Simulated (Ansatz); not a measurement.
CH$_{3}$F$_{3}$SSi (SMILES CS[Si](F)(F)F)

```json
{"atom": "C", "x (Å)": "-0.0944", "y (Å)": "-1.2145", "z (Å)": "0.9075"}
{"atom": "F", "x (Å)": "-0.9266", "y (Å)": "0.5608", "z (Å)": "-1.8432"}
{"atom": "F", "x (Å)": "1.2052", "y (Å)": "2.0378", "z (Å)": "-1.7191"}
{"atom": "F", "x (Å)": "-0.5531", "y (Å)": "2.0406", "z (Å)": "0.1927"}
{"atom": "S", "x (Å)": "1.3063", "y (Å)": "-0.4102", "z (Å)": "0.0456"}
{"atom": "Si", "x (Å)": "0.2169", "y (Å)": "1.1170", "z (Å)": "-0.8673"}
{"atom": "H", "x (Å)": "0.3345", "y (Å)": "-2.0638", "z (Å)": "1.4542"}
{"atom": "H", "x (Å)": "-0.8368", "y (Å)": "-1.5873", "z (Å)": "0.1897"}
{"atom": "H", "x (Å)": "-0.5636", "y (Å)": "-0.5266", "z (Å)": "1.6229"}
```

Geometry: PBE0-D4/def2-SVP.

These are results of Ansatz 0.2.0, isolated molecule in a Gaussian basis; Kohn-Sham density functional theory, functional PBE0, not measurements.

### What can the converged electron density and electron localisation function tell about the bonding?

Si–F (1.60 Å): ρ is about 1.1 e/Å³ halfway; the ELF peaks at about 0.85 in the valence shell of F, 0.6 Å from its nucleus, and is about 0.50 at the midpoint.
C–S (1.83 Å): the density is about 1.2 e/Å³ at the midpoint; the ELF peaks at about 0.90 between the atoms (localised, covalent bonding).
Si–S (2.09 Å): ρ is about 0.94 e/Å³ halfway; the ELF peaks at about 0.95 between the atoms; a covalent bond.
C–H (1.10 Å): the density is about 1.9 e/Å³ at the midpoint; the ELF climbs to about 1 towards the hydrogen, as it does in any bond to H (an ordinary covalent bond to hydrogen).

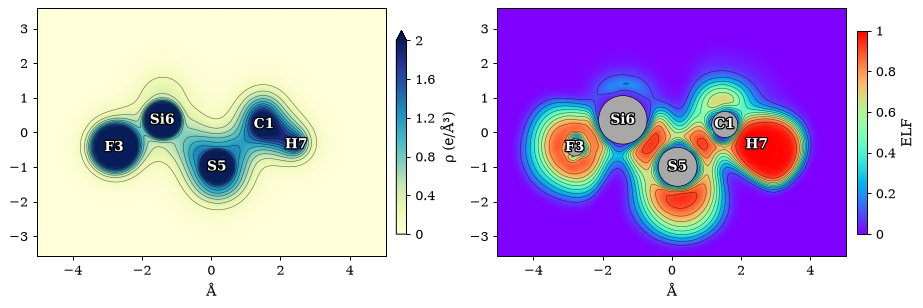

Computed electron density and electron localisation function on the plane of atoms F3, Si6 and S5, in this order. Grey discs cover the atomic cores in the ELF map. 
